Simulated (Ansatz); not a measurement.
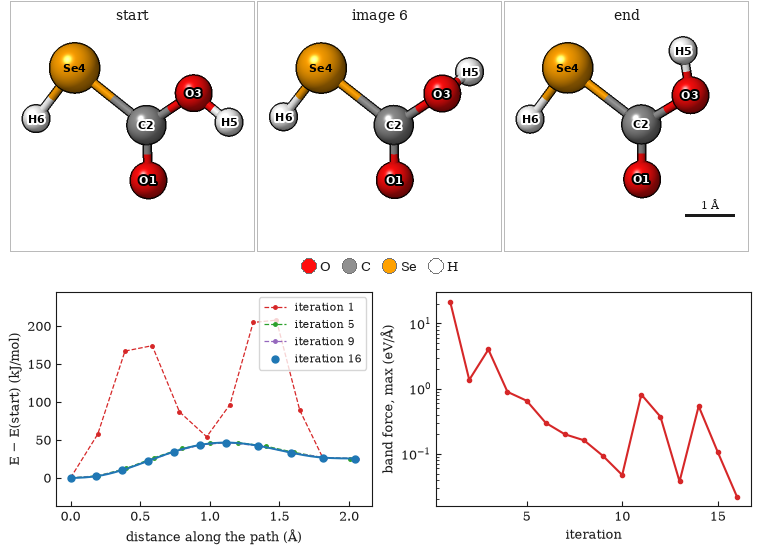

A nudged-elastic-band calculation for CH₂O₂Se. Images are numbered from 0 (start) to 10 (end). The plot follows the band through its iterations. A ball-and-stick model, seen at a tilt.

Computed with RHF/def2-SVP (Ansatz 0.2.0). Settings: 9 movable images; climbing image; force threshold 0.03 eV/Å; iteration limit 60; starting path through a guess of the saddle point.

Judge this run.

The result is final at these settings. The band converged in 16 iterations. The largest component of the band force went from 22 to 0.022 eV/Å. The climbing image converged on the top of the path. Its vibrational analysis gives one imaginary mode (510i cm⁻¹), as a transition state must have. The first iteration put the highest image at 207.9 kJ/mol. Forward barrier 46.6 kJ/mol, backward barrier 21.0 kJ/mol, with image 6 at the top; the reaction energy is +25.6 kJ/mol.

The run took 3.5 min on 1 thread of Arm Neoverse V1 (shared host), peak memory 0.16 GiB.
